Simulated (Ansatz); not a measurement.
AlSiH6O2F: several calculations on one system

Part 1: Relaxation

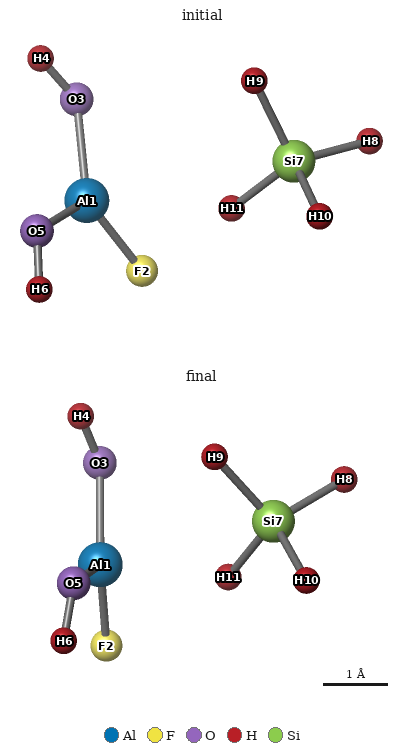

The structure of AlSiH6O2F before (top) and after (bottom) a relaxation, at one scale.

A ball-and-stick model, seen from a free direction.

The run prepares an end point of a later path (reaction) calculation, from a guessed geometry.

All numbers below come from RKS revPBE-D4/def2-SVP in Ansatz 0.2.0.

Input file:
```yaml
crystal:
  periodic: [false, false, false]
  atoms:
    - { symbol: Al, position_ang: [0.023752, -0.537087, 0.104458] }
    - { symbol: F, position_ang: [-0.252203, -0.742398, 1.756307] }
    - { symbol: O, position_ang: [1.650808, -0.48383, -0.42829] }
    - { symbol: H, position_ang: [1.854619, -0.459439, -1.376738] }
    - { symbol: O, position_ang: [-1.277146, -0.488926, -1.014204] }
    - { symbol: H, position_ang: [-2.196405, -0.586173, -0.717929] }
    - { symbol: Si, position_ang: [0.118003, 2.807712, 1.182379] }
    - { symbol: H, position_ang: [0.975937, 3.34679, 2.290921] }
    - { symbol: H, position_ang: [0.789907, 3.020755, -0.14365] }
    - { symbol: H, position_ang: [-1.224821, 3.481716, 1.184045] }
    - { symbol: H, position_ang: [-0.080451, 1.357078, 1.416502] }
basis:
  gaussian: { orbitals: def2-SVP }
hamiltonian:
  xc: revpbe
  dispersion: d4
relax:
  f_tol: 0.03
  max_steps: 50
```

Launched with:
```bash
ansatz run input.yaml --threads 4 --pin off --max-ram 5120MiB --backend cpu --events-out ev --progress --plain --runs-dir out
```

Describe what moved and what it gained.

Answer. Over 9 accepted moves (10 points after the start) the energy falls by 0.167 eV. The largest force component goes from 0.53 to 0.025 eV/Å. The line search rejected the trial step at point 9 of the run. H9 moves most after the best rigid fit: 0.68 Å. Largest moves by element: H 0.68 Å, F 0.64 Å, O 0.61 Å, Si 0.32 Å, Al 0.22 Å. Some distances before and after: Al1–Si7 3.515 → 3.066 Å, Al1–H11 2.307 → 2.035 Å, Si7–H11 1.483 → 1.523 Å, Al1–O5 1.716 → 1.726 Å. Bond angles that change, for instance: H8–Si7–H11 108.1° → 105.2°, H10–Si7–H11 108.6° → 105.9°.

Part 2: Relaxation

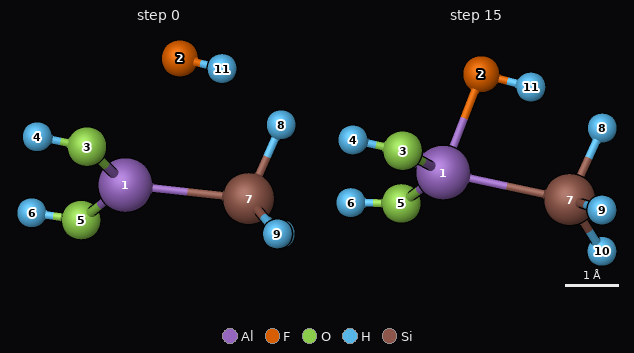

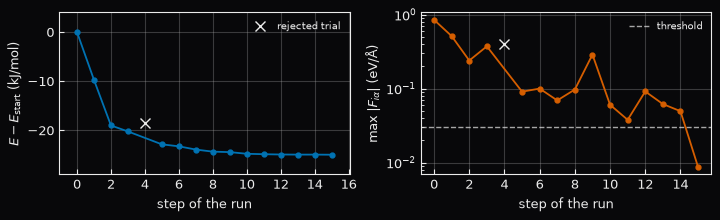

First and last geometry of a relaxation of AlSiH6O2F, with the history of the run. The picture is a ball-and-stick view, seen face on.

The run prepares an end point of a later path (reaction) calculation, from a guessed geometry.

Computed with RKS revPBE-D4/def2-SVP (Ansatz 0.2.0). Set-up: no spin polarisation; force threshold 0.03 eV/Å; at most 50 steps.

### Did the run converge, and what did it change?

It converged. F2 moves most after the best rigid fit: 0.63 Å. By element the largest moves are F 0.63 Å, H 0.52 Å, O 0.36 Å, Al 0.25 Å, Si 0.08 Å. Some distances before and after: Al1–F2 2.880 → 2.101 Å, Al1–Si7 2.350 → 2.455 Å, F2–H11 0.936 → 0.976 Å, Si7–H8 1.529 → 1.556 Å. New bonds form, among them: Al1–F2 (2.88 → 2.10 Å). Among the angles between lasting bonds that change: Al1–Si7–H8 107.6° → 100.7°, Al1–Si7–H10 114.2° → 119.2°, Al1–Si7–H9 116.5° → 119.1°. Groups turn about Al1–Si7 by about 25°. The energy falls by 24.9 kJ/mol in 14 accepted moves (15 points after the start). The largest force component goes from 0.85 to 0.0087 eV/Å. The line search rejected the trial step at point 4 of the run. The run took 9.1 s on 4 threads of AMD EPYC 9R45 96-Core Processor (Zen 5), with other jobs on the host, peak memory 0.17 GiB.

```csv
step,"E − E(0), kJ/mol","largest force component, eV/Å",note
0,0.00,0.8523,
1,-9.72,0.5138,
2,-18.99,0.2399,
3,-20.21,0.3738,
4,-18.40,0.4010,rejected
5,-22.83,0.0909,
6,-23.23,0.1001,
7,-23.90,0.0692,
8,-24.32,0.0972,
9,-24.41,0.2889,
10,-24.75,0.0605,
11,-24.84,0.0378,
12,-24.90,0.0916,
13,-24.92,0.0619,
14,-24.92,0.0495,
15,-24.94,0.0087,
```

Part 3: Path

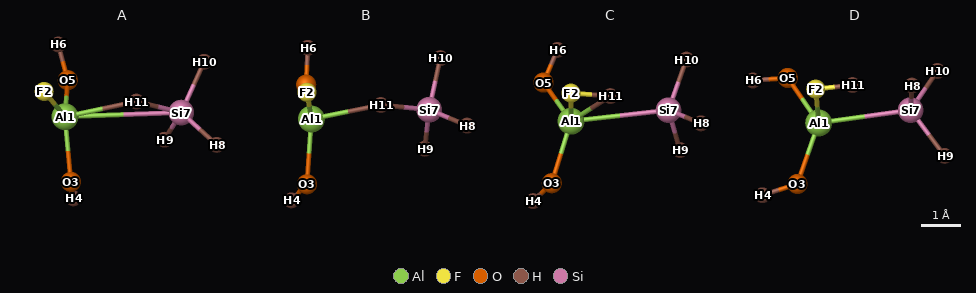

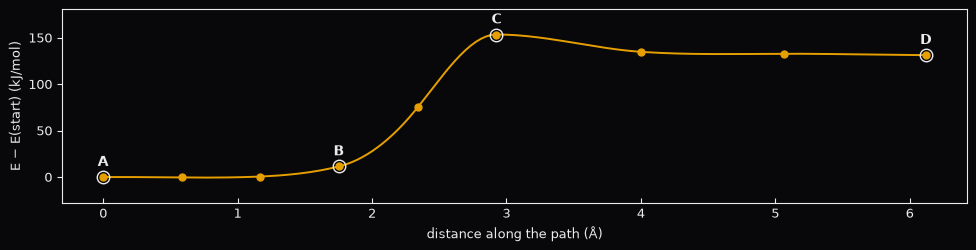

A search for the minimum-energy path of AlSiH6O2F by the nudged elastic band. Images are numbered from 0 (start) to 8 (end). Frames A to D are images 0, 3, 5, 8. The picture is a ball-and-stick view, seen face on.

Method: RKS revPBE-D4/def2-SVP in Ansatz 0.2.0. Settings: 7 movable images; climbing image; force threshold 0.05 eV/Å; iteration limit 60; starting path through a guess of the saddle point.

### Describe the mechanism and the energy profile.

A hydrogen atom shifts from one atom to another. Breaking: Si7–H11 (1.52 → 2.06 at the top → 2.37 Å). Forming: F2–H11 (2.56 → 1.08 at the top → 0.98 Å). Forward barrier 153.5 kJ/mol, backward barrier 22.2 kJ/mol, with image 5 at the top; the reaction energy is +131.3 kJ/mol. Image 1 lies below both ends, at −0.4 kJ/mol, which points to an intermediate minimum that so few images don't resolve. The band is converged.

The run took 88 s on 4 threads of AMD EPYC 9R45 96-Core Processor (Zen 5) (shared host), peak memory 0.17 GiB.
